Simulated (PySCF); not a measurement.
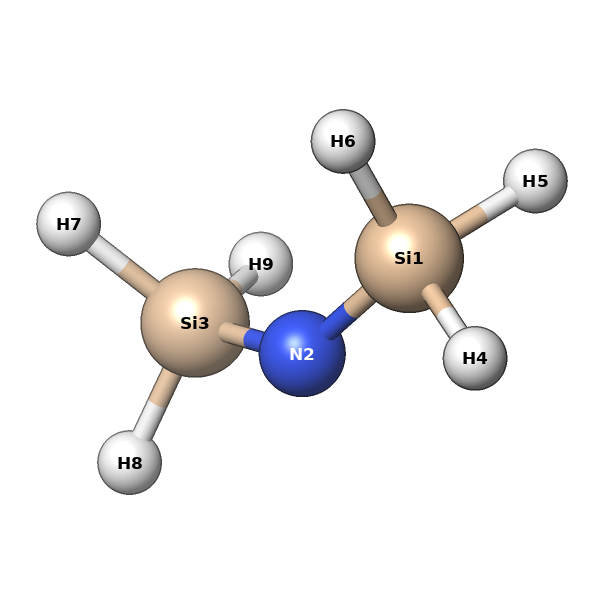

State: charge −1, singlet. Computed geometry: GFN2-xTB optimisation. No frequency run is at hand to confirm it as a minimum. Properties computed with delta-SCF UKS SCAN, pcX-2 on the ionised atom, pcseg-1 elsewhere, spin-free X2C (PySCF 2.14.0).

Give the core-electron binding energies (to vacuum; p and d levels without spin–orbit splitting) of Si1 1s, Si1 2p, N2 1s.

```json
{"atom": "Si1", "level": "1s", "binding energy (eV)": "1841.1"}
{"atom": "Si1", "level": "2p", "binding energy (eV)": "101.4"}
{"atom": "N2", "level": "1s", "binding energy (eV)": "396.6"}
```

The geometry is semi-empirical. Around Si such bond lengths and angles can be off by a tenth of an ångström or more and by several degrees, and values that hang on the shape move with them.
